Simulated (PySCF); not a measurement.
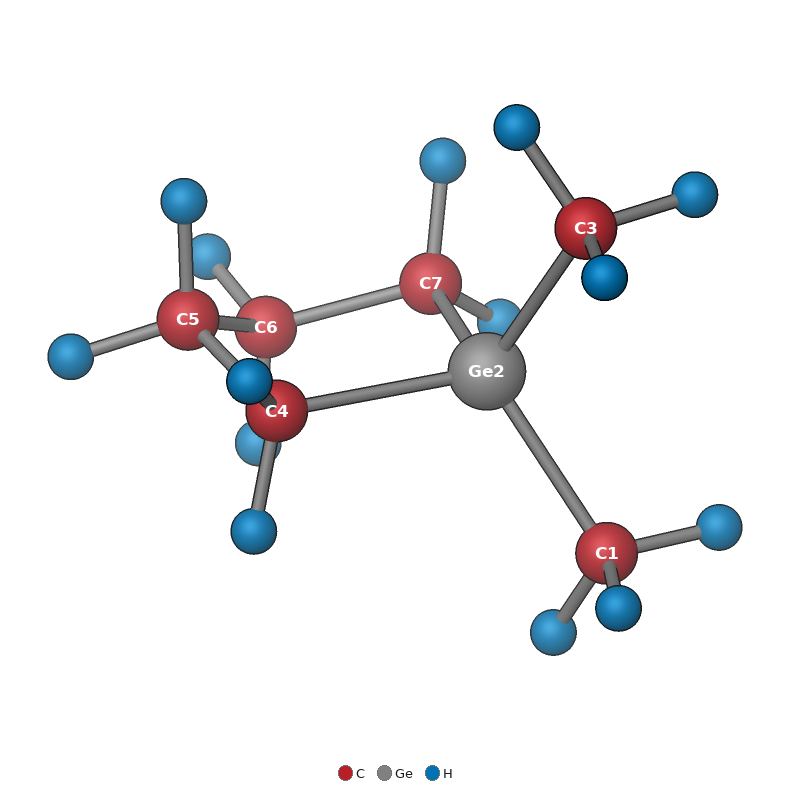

Depth is shown by fading: the farther an atom, the more it takes the colour of the background. The computed structure is the end point of a PBE0-D3(BJ)/def2-SVP optimisation. No frequency run is at hand to confirm it as a minimum.

How is the 5-membered ring Ge2–C4–C5–C6–C7 puckered?

It is a twist (half-chair). The Cremer–Pople amplitude Q is 0.44 Å.

Give the torsion angles round the ring, beginning with the bond from its second to its third atom.

38°, −52°, 37°, −13°, −14°.
